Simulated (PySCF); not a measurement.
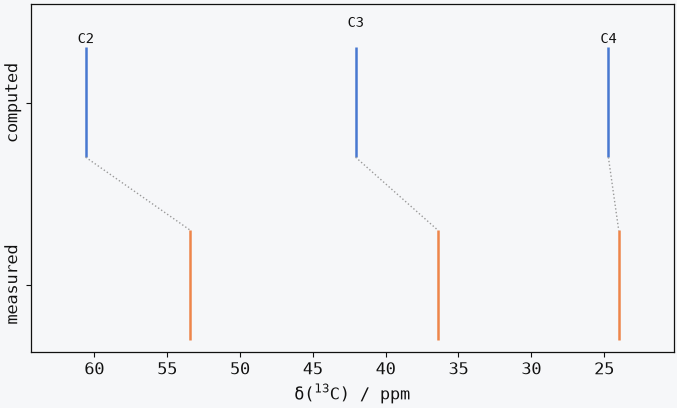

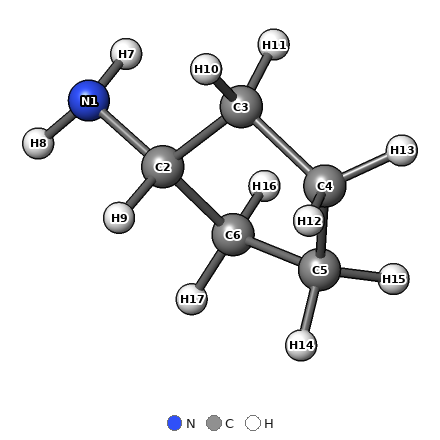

¹³C shifts of C₅H₁₁N, SMILES NC1CCCC1 against TMS: GIAO ωB97X-D/pcSseg-2 (PySCF 2.14.0) for one gas-phase conformer (PBE0-D3(BJ)/def2-SVP, like atoms averaged; labels name one atom of each set) above, published measurements (solution) below; dotted lines join the same nuclei. Only nuclei with a measured value are shown, one named for each set of like atoms.

### How well does the calculation match?

Mean error 4.5 ppm, mean absolute error 4.5 ppm; the largest is 7.2 ppm, for C2.

### Give the values.

```csv
nucleus,computed,measured
C2,60.6,53.4
C3,42.1,36.4
C4,24.7,24.0
```
